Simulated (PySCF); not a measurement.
# N2O (nitrous oxide): levels of theory compared

We compute a comparison of 6 runs (HF/STO-3G, HF/3-21G, B3LYP/6-31G*, B2PLYP/cc-pVTZ, wB97M-V/cc-pVTZ, SCS-MP2/cc-pVTZ) of N2O (nitrous oxide). 

The results are computed with PySCF 2.14.0.

1 further run of the same task is left out (set aside as unsound or not needed).

## (1) The system as given

N2O: 3 atoms, total charge 0, spin state singlet. SMILES: `N#[N+][O-]`. The coordinates come from a PBE0-D4/def2-TZVP relaxation.

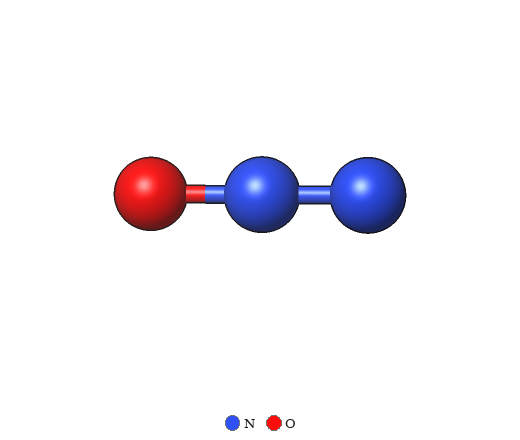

The structure, seen from a chosen angle (nitrogen blue, oxygen red).

## (2) A single-point energy at HF/STO-3G (run 1)

The input, input.py:

```python
# N#[N+][O-]
from pyscf import gto

mol = gto.M(
    atom=[
    ('N', (-0.511700, 1.001300, -0.167900)),
    ('N', (-0.008400, 0.016500, -0.002800)),
    ('O', (0.520100, -1.017800, 0.170700)),
],
    basis='sto-3g',
    spin=0,
    max_memory=1860,
    verbose=3,
)

hf = mol.RHF()
hf.conv_tol = 1e-10
hf.kernel()
if not hf.converged:
    hf = hf.newton().run(hf.mo_coeff, hf.mo_occ)

e_final = hf.e_tot
print('Final energy', e_final)
```

Started as:

```
OMP_NUM_THREADS=1 python input.py
```

The program printed:

```text
converged SCF energy = -181.186798416619
Final energy -181.18679841661879
```

It took 0.42 s on 1 thread of AMD EPYC 9B45 (Zen 5), shared host; peak memory 0.12 GiB.

## (3) The energy at HF/3-21G (run 2)

The input, start.xyz:

```xyz
3

N     -0.511700     1.001300    -0.167900
N     -0.008400     0.016500    -0.002800
O      0.520100    -1.017800     0.170700
```

The input, calc.py:

```python
from pyscf import gto, scf

mol = gto.M(
    atom='start.xyz',
    basis='3-21g',
    verbose=3,
    max_memory=1860,
)

mf = scf.RHF(mol)
mf.conv_tol = 1e-10
mf.kernel()
if not mf.converged:
    mf = mf.newton().run(mf.mo_coeff, mf.mo_occ)

etot = mf.e_tot
print('E = %.10f Eh' % etot)
```

Started as:

```
OMP_NUM_THREADS=1 python calc.py
```

The program printed:

```text
converged SCF energy = -182.600200147559
E = -182.6002001476 Eh
```

Run time: 0.36 s. Hardware: 1 thread of AMD EPYC 9B45 (Zen 5), shared host; peak memory 0.1 GiB.

## (4) A single-point energy at B3LYP/6-31G(d) (spherical functions) (run 3)

The input, input.py:

```python
from pyscf import gto, dft

molecule = gto.Mole()
molecule.atom = '''
N     -0.966973     1.892183    -0.317285
N     -0.015874     0.031180    -0.005291
O      0.982847    -1.923363     0.322576
'''
molecule.spin = 0
molecule.basis = '6-31g*'
molecule.unit = 'bohr'
molecule.verbose = 3
molecule.max_memory = 1860
molecule.build()

mf = dft.RKS(molecule, xc='b3lyp')
mf.conv_tol = 1e-10
mf.grids.level = 5
mf.kernel()
if not mf.converged:
    mf = mf.newton().run(mf.mo_coeff, mf.mo_occ)

etot = mf.e_tot
print('E(%s) = %.9f' % ('B3LYP', etot))
```

Started as:

```
OMP_NUM_THREADS=1 python input.py
```

The program printed:

```text
converged SCF energy = -184.65501732149
E(B3LYP) = -184.655017321
```

It took 2 s on 1 thread of AMD EPYC 9B45 (Zen 5), shared host; peak memory 0.24 GiB.

Runs 4 to 5 aren't shown in full; the table further down has their settings and results.

## (5) A single-point energy at SCS-MP2/cc-pVTZ (run 6)

The input, input.py:

```python
# N#[N+][O-]
from pyscf import gto, scf, mp

molecule = gto.M(
    atom=[
    ('N', (-0.511700, 1.001300, -0.167900)),
    ('N', (-0.008400, 0.016500, -0.002800)),
    ('O', (0.520100, -1.017800, 0.170700)),
],
    basis='cc-pvtz',
    verbose=3,
    max_memory=1860,
)

mf = scf.RHF(molecule)
mf.conv_tol = 1e-10
mf.kernel()
if not mf.converged:
    mf = mf.newton().run(mf.mo_coeff, mf.mo_occ)

pt = mp.MP2(mf, frozen=3).run()
energy = mf.e_tot + 1.2 * pt.e_corr_os + pt.e_corr_ss / 3
print('Final energy', energy)
```

Started as:

```
OMP_NUM_THREADS=1 python input.py
```

The program printed:

```text
converged SCF energy = -183.751949847547
E(RMP2) = -184.39114747175  E_corr = -0.639197624202687
E(SCS-RMP2) = -184.368832411872  E_corr = -0.616882564325388
Final energy -184.36883241187246
```

Run time: 1.1 s. Hardware: 1 thread of AMD EPYC 9B45 (Zen 5), shared host; peak memory 0.2 GiB.

## (6) Overview of the runs

```csv
run,level,integration grid,frozen core orbitals,energy (Eh),dipole moment (D) of the reference,HOMO energy (eV),LUMO energy (eV),wall time
1,HF/STO-3G,–,–,-181.186798,0.10,-10.03,7.08,0.42 s
2,HF/3-21G,–,–,-182.600200,0.76,-12.82,4.25,0.36 s
3,B3LYP/6-31G* (spherical functions),5,–,-184.655017,0.04,-9.30,-0.21,2 s
4,B2PLYP/cc-pVTZ,5,3,-184.619396,0.24,-11.07,1.52,4.2 s
5,wB97M-V/cc-pVTZ,5,–,-184.685982,0.10,-11.97,2.40,16 s
6,SCS-MP2/cc-pVTZ,–,3,-184.368832,0.55,-13.33,4.40,1.1 s
```

## (7) Summary of results

| quantity | value |
| --- | --- |
| run 6: total energy | -184.36883 Eh |
| run 6: dipole moment (Hartree–Fock density) | 0.55 D |
| run 6: HOMO energy (Hartree–Fock orbitals) | -13.33 eV |
| run 6: LUMO energy (Hartree–Fock orbitals) | 4.40 eV |
| run 6: HOMO–LUMO gap (Hartree–Fock orbitals) | 17.73 eV |
| run 6: correlation energy (3 core orbitals frozen) | -616.9 mEh |

Over runs 1, 2, 3, 4, 5 the dipole moment (its size) runs from 0.04 D (B3LYP/6-31G*) to 0.76 D (HF/3-21G). The two ends differ in method and basis. The two dipoles point in opposite directions. Over runs 1, 2, 3, 4, 5 the HOMO–LUMO gap runs from 9.10 eV (B3LYP/6-31G*) to 17.12 eV (HF/STO-3G). Totals of different functionals can't be ranked against each other. In run 1 the basis is minimal, so the values are rough. All runs together took 24 s, the longest 16 s.
